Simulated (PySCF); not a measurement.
# C2H6O2Si (Si(OMe)2) at B3LYP/ma-def2-SVP

What is the vertical ionisation energy of C2H6O2Si (Si(OMe)2) at B3LYP/ma-def2-SVP? The job is set up through a Python script.

Program for the calculation: PySCF 2.14.0.

### 1 Starting point

C2H6O2Si: 11 atoms, total charge 0, spin state singlet. SMILES: `CO[Si]OC`. The coordinates come from a GFN2-xTB relaxation. This is one conformer, not always the lowest.

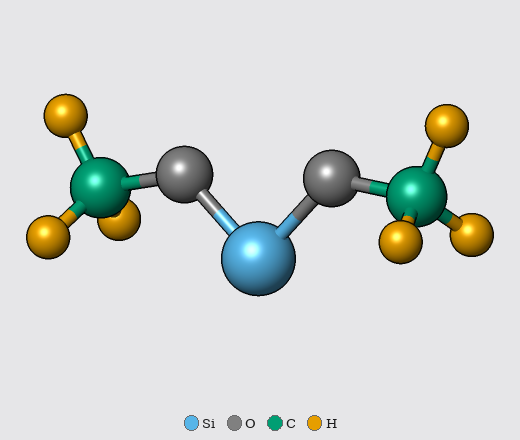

Viewed from a chosen angle; silicon blue, oxygen grey, carbon teal, hydrogen amber.

### 2 The energy at B3LYP/ma-def2-SVP

Input file job.py:

```python
# Si(OMe)2
from pyscf import gto, dft

system = gto.M(
    atom='''
Si   0.001870   0.034960  -0.830360
O    1.194050  -0.040740   0.284000
C    2.559230  -0.087790   0.076140
H    2.847600  -1.018810  -0.422260
H    3.056450  -0.036510   1.045730
H    2.895150   0.750280  -0.541850
O   -1.194960   0.041380   0.282800
C   -2.559390   0.081260   0.065470
H   -2.845550   0.986190  -0.479880
H   -3.063070   0.076220   1.033460
H   -2.891360  -0.786430  -0.513250
''',
    basis='ma-def2-svp',
    verbose=4,
    charge=0,
    max_memory=1860,
)

mf = dft.RKS(system)
mf.xc = 'b3lyp'
mf.conv_tol = 1e-10
mf.grids.level = 4
mf.kernel()
if not mf.converged:
    mf = mf.newton().run(mf.mo_coeff, mf.mo_occ)

e_tot = mf.e_tot
print('E = %.10f Eh' % e_tot)
```

Run with:

```sh
$ OMP_NUM_THREADS=1 python job.py
```

The log of the run:

```text
PySCF version 2.14.0

[... 81 lines left out ...]
converged SCF energy = -519.539920071446
E = -519.5399200714 Eh
```

Run time: 14 s. Hardware: 1 thread of AMD EPYC 9R14 (Zen 4), shared host; peak memory 0.56 GiB.

### 3 The doublet cation at the same level

Input file calc.py:

```python
from pyscf import gto, dft

mol = gto.M(
    atom=[
    ('Si', (0.001870, 0.034960, -0.830360)),
    ('O', (1.194050, -0.040740, 0.284000)),
    ('C', (2.559230, -0.087790, 0.076140)),
    ('H', (2.847600, -1.018810, -0.422260)),
    ('H', (3.056450, -0.036510, 1.045730)),
    ('H', (2.895150, 0.750280, -0.541850)),
    ('O', (-1.194960, 0.041380, 0.282800)),
    ('C', (-2.559390, 0.081260, 0.065470)),
    ('H', (-2.845550, 0.986190, -0.479880)),
    ('H', (-3.063070, 0.076220, 1.033460)),
    ('H', (-2.891360, -0.786430, -0.513250)),
],
    basis='ma-def2-svp',
    spin=1,
    charge=1,
    max_memory=1860,
    verbose=3,
)

mf = dft.UKS(mol)
mf.xc = 'b3lyp'
mf.conv_tol = 1e-10
mf.grids.level = 4
mf.kernel()
if not mf.converged:
    mf = mf.newton().run(mf.mo_coeff, mf.mo_occ)

energy = mf.e_tot
print('Final energy', energy)
```

Run with:

```sh
$ OMP_NUM_THREADS=1 python calc.py
```

The log of the run:

```text
WARN: HOMO -0.267345460122722 >= LUMO -0.267345460122721

converged SCF energy = -519.210994948714  <S^2> = 0.75520834  2S+1 = 2.0052016
Final energy -519.2109949487142
```

Wall time 27 s (1 thread of AMD EPYC 9R14 (Zen 4), shared host); peak memory 0.57 GiB.

### 4 Results

At B3LYP/ma-def2-SVP:

| quantity | value |
| --- | --- |
| singlet C2H6O2Si: total energy | -519.53992 Eh |
| singlet C2H6O2Si: dipole moment | 0.78 D |
| singlet C2H6O2Si: HOMO energy | -6.62 eV |
| singlet C2H6O2Si: LUMO energy | -1.57 eV |
| singlet C2H6O2Si: HOMO–LUMO gap | 5.05 eV |
| doublet cation: total energy | -519.21099 Eh |
| doublet cation: HOMO energy (highest over α and β) | -13.77 eV |
| doublet cation: LUMO energy (lowest over α and β) | -11.26 eV |
| doublet cation: ⟨S²⟩ | 0.755 |
| vertical ionisation energy (to the doublet cation) | 8.951 eV |

In words: Removing an electron at fixed nuclei costs 8.95 eV (206 kcal/mol). −ε(HOMO) before ionisation, 6.62 eV, is 2.33 eV below this ionisation energy.
